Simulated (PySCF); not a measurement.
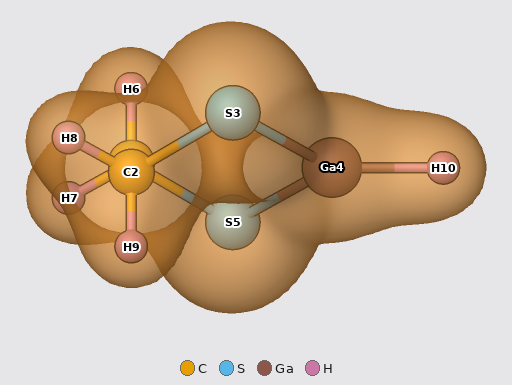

Figure. C2H5GaS2 (SMILES C1C[S][GaH][S]1). Isosurface of the total electron density at 0.2 e/Å³ (orange), seen from one side.

Geometry: GFN2-xTB.

The calculation used CAM-B3LYP/def2-SVPD, SCF density, gas phase in PySCF 2.14.0.

```xyz
10

C    -0.7642   -0.8264   -0.1731
C    -0.8905    0.6871   -0.2414
S     0.4981    1.5103   -1.1430
Ga    1.9912    0.1682   -0.1422
S     0.6995   -1.4087    0.7945
H    -0.7068   -1.2582   -1.1744
H    -1.6311   -1.2374    0.3441
H    -1.7897    0.9478   -0.7994
H    -0.9539    1.1186    0.7597
H     3.5562    0.3035   -0.1002
```

### How is the density connected at this value?

At this value the surface is in one piece. It bridges the sampled C–C (1.52 Å), C–S (1.85 Å), Ga–S (2.24 Å) and C–H (1.09 Å) contacts, where the density stays above the isovalue. On the grid the lowest density along these lines, outside the cores, is 1.7 e/Å³ (C–C, 1.52 Å), 1.1 e/Å³ (C–S, 1.85 Å), 0.6 e/Å³ (Ga–S, 2.24 Å) and 1.9 e/Å³ (C–H, 1.09 Å).
